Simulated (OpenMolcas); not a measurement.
## How basis sets differ on CHF3O3S (triflic acid)

The species is CHF3O3S (9 atoms), meant as a singlet with charge 0. As SMILES, `O=S(=O)(O)C(F)(F)F`. Geometry: relaxed at PBE0-D4/def2-TZVP. This is one conformer, not always the lowest.

Each level gives the HOMO–LUMO gap (eV). The values are calculated.

| level | kind | program | value (eV) | CPU time |
| --- | --- | --- | --- | --- |
| HF/ANO-R0 (sfX2C) | Hartree–Fock | OpenMolcas | 15.09 | 5.9 s |
| HF/ANO-RCC-MB (DKH2) | Hartree–Fock | OpenMolcas | 16.36 | 11 s |
| HF/STO-3G | Hartree–Fock | OpenMolcas | 16.79 | 2 s |
| HF/3-21G | Hartree–Fock | OpenMolcas | 18.07 | 3.9 s |
| HF/6-31G* (spherical functions) | Hartree–Fock | OpenMolcas | 18.59 | 17 s |

The values span 15.09 to 18.59 eV. A Hartree–Fock LUMO above zero doesn't converge with the basis: it sinks as sets grow more diffuse. Orbital gaps aren't excitation energies. Times are those of the runs behind each value, whatever else they computed, on shared processors of several kinds: orders of magnitude only.

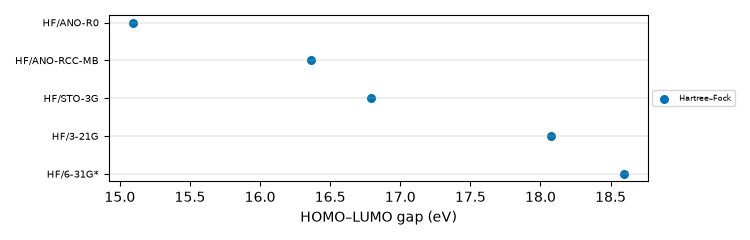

The values of the table, level by level.
